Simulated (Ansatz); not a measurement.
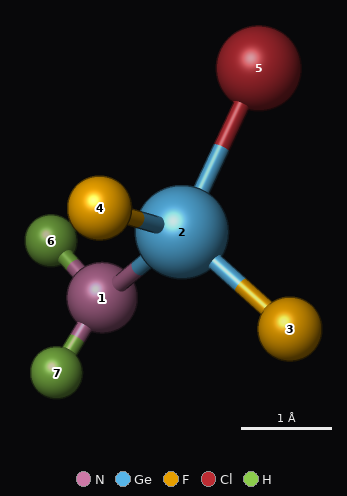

**Figure 1.** The structure as given in the input (ball-and-stick view, seen at an oblique angle; atoms are numbered from 1 in the order of the input). Sticks mark near contacts.

# GeNH2ClF2: single-point calculation

The run: single-point calculation of GeNH2ClF2, SMILES [NH2][Ge]([F])([F])[Cl]. Method and program: RKS PBE-QIDH (frozen core)/def2-TZVPP (Ansatz 0.2.0).

The geometry comes from this level: PBE0-D4/def2-TZVP.

**Input file**
```yaml
crystal:
  periodic: [false, false, false]
  atoms:
    - {symbol: N, position_ang: [-0.315308, 0.773676, 0.837510]}
    - {symbol: Ge, position_ang: [0.038984, -0.394862, -0.471014]}
    - {symbol: F, position_ang: [-1.378472, -1.287664, -0.815795]}
    - {symbol: F, position_ang: [1.185465, -1.613200, -0.076158]}
    - {symbol: Cl, position_ang: [0.722089, 0.585549, -2.205563]}
    - {symbol: H, position_ang: [0.372800, 1.502616, 0.957699]}
    - {symbol: H, position_ang: [-0.564358, 0.365885, 1.727622]}
basis:
  gaussian: {orbitals: def2-TZVPP}
hamiltonian: {xc: {name: PBE-QIDH}}
```

Machine: 4 threads of INTEL XEON PLATINUM @ 2.30GHz, 23 GiB of memory available, shared host.

Launched with:
```bash
ansatz run in.yaml --threads 4 --pin off --events-out ev --progress --plain --max-ram 10444MiB
```

**Log**
```
Functional definition: PBE-QIDH
  name "PBE-QIDH"
  cite "Brémond, Sancho-García, Pérez-Jiménez & Adamo, J. Chem. Phys. 141, 031101 (2014) doi:10.1063/1.4890314"
  cite "Perdew, Burke & Ernzerhof, Phys. Rev. Lett. 77, 3865 (1996) doi:10.1103/PhysRevLett.77.3865"
  parameter a = 3^(-1/3)
  parameter c = 1/3
  exchange = (1 - a)*pbe_x + a*exact_x
  correlation = (1 - c)*pbe_c + c*(mp2_os + mp2_ss)
1334 factors; integrals over basis functions are off by at most 9.8e-4 eV
mean field evaluation 1: about -75958.3494 eV, gradient 5.5e1 eV
mean field evaluation 2: about -75958.4660 eV, gradient 5.5e1 eV
mean field evaluation 4: about -75963.2468 eV, gradient 3.3e0 eV
mean field evaluation 8: about -75963.2750 eV, gradient 2.6e-1 eV
mean field evaluation 16: about -75963.2751 eV, gradient 1.8e-4 eV
mean field -75963.27510238 eV, -2791.5988702553 hartree, gradient 5.8e-6 eV, S^2 0.000000; 0 other end points of the search recorded, 0 dependent functions left out
17 core orbitals not correlated: weight in the atoms' cores, before any rotation towards them, 1.000 or more for the frozen orbitals, at most 0.000 for the correlated occupied ones
reference -75963.27511165 eV, -2791.5988705961 hartree; 21, 21 occupied and 173, 173 virtual orbitals, 1334 factors
second order -34.80212411 eV of doubles, -0.00000000 eV of singles
Total energy: -75974.87581969 eV, -2792.0251887532 hartree
```

**Results in brief**

```tsv
quantity	value
outcome	converged
total energy	−75974.8758 eV
mean-field energy	−75963.2751 eV
SCF solution under orbital rotations	stable
wall time	2.6 s (CPU time 9.1 s)
peak memory	0.55 GiB
```
